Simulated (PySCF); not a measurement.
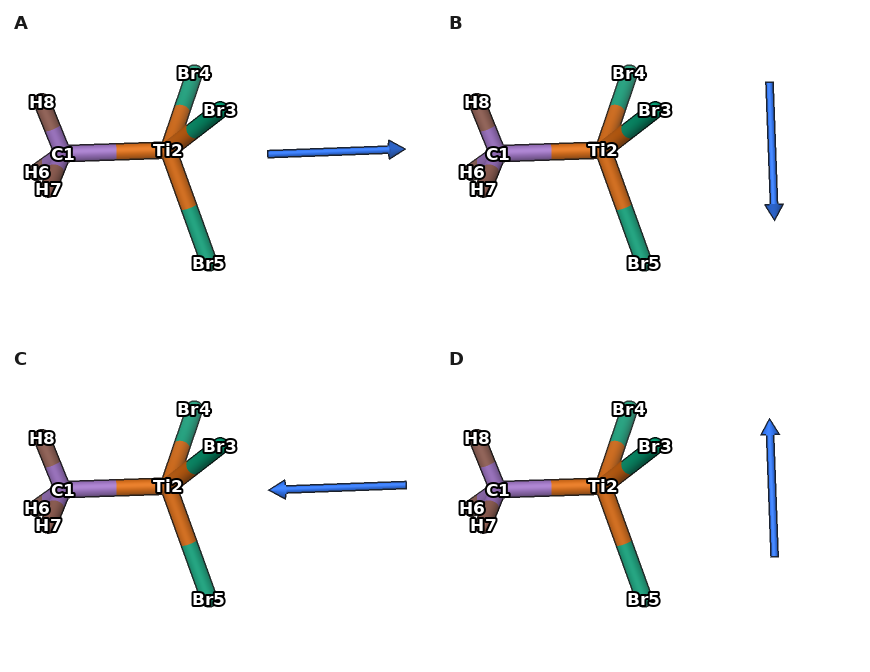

The same molecule four times, each with an arrow. The species is neutral and a spin singlet. Computed geometry: GFN2-xTB optimisation. No frequency run is at hand to confirm it as a minimum. Level of theory: B3LYP/pcJ-1 (pcSseg-1 on Br) (pcSseg-1 on Ti), gas phase (PySCF 2.14.0).

Which arrow points along the dipole moment, from the negative to the positive end?

C. The dipole moment is 1.75 D; it points from the side of Br3, Br4, Br5 to the side of H6, H7, H8 (the outermost atoms at the two ends).

The geometry is semi-empirical. Around Br, Ti such bond lengths and angles can be off by a tenth of an ångström or more and by several degrees, and values that hang on the shape move with them.
